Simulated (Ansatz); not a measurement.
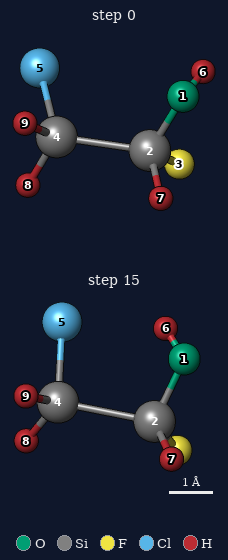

The structure of Si2H4OClF (coarse preliminary run) before (top) and after (bottom) a relaxation, at one scale.

A ball-and-stick model, seen at a tilt.

The start comes from a force field.

All numbers below come from RKS PBE-D4/def2-SVP in Ansatz.

The input:
```yaml
crystal:
  periodic: [false, false, false]
  atoms:
    - {symbol: O, position_ang: [1.182900, 1.638700, -0.064800]}
    - {symbol: Si, position_ang: [0.875200, 0.075800, -0.429200]}
    - {symbol: F, position_ang: [0.657200, 0.009400, -2.034000]}
    - {symbol: Si, position_ang: [-0.899000, -0.781300, 0.662500]}
    - {symbol: Cl, position_ang: [-2.656200, 0.303400, 0.244100]}
    - {symbol: H, position_ang: [0.818700, 2.314500, -0.759800]}
    - {symbol: H, position_ang: [2.129000, -0.679000, -0.063200]}
    - {symbol: H, position_ang: [-1.224100, -2.174800, 0.239300]}
    - {symbol: H, position_ang: [-0.795000, -0.752900, 2.188000]}
basis:
  gaussian: {orbitals: def2-SVP}
hamiltonian: {xc: pbe, dispersion: d4}
relax: {f_tol: 0.03, max_steps: 200}
```

Q: What changed between the two?

A: After 14 accepted moves (15 points after the start) the energy has fallen by 35.4 kJ/mol. Largest force component: 2.8 eV/Å at the start, 0.016 eV/Å at the end. The line search rejected the trial step at point 8 of the run. H6 moves most after the best rigid fit: 0.92 Å. By element the largest moves are H 0.92 Å, Cl 0.69 Å, F 0.51 Å, O 0.32 Å, Si 0.19 Å. Some distances before and after: Si2–Si4 2.253 → 2.358 Å, O1–H6 1.036 → 0.979 Å, O1–Si2 1.634 → 1.666 Å, Si4–H9 1.529 → 1.504 Å. Bond angles that change, for instance: Si2–Si4–Cl5 111.4° → 100.7°, O1–Si2–Si4 113.8° → 105.1°, Si4–Si2–H7 110.3° → 118.4°. Groups turn about O1–Si2 by about 60°, Si2–Si4 by about 25°. The run took about 50 core-seconds on a shared host.
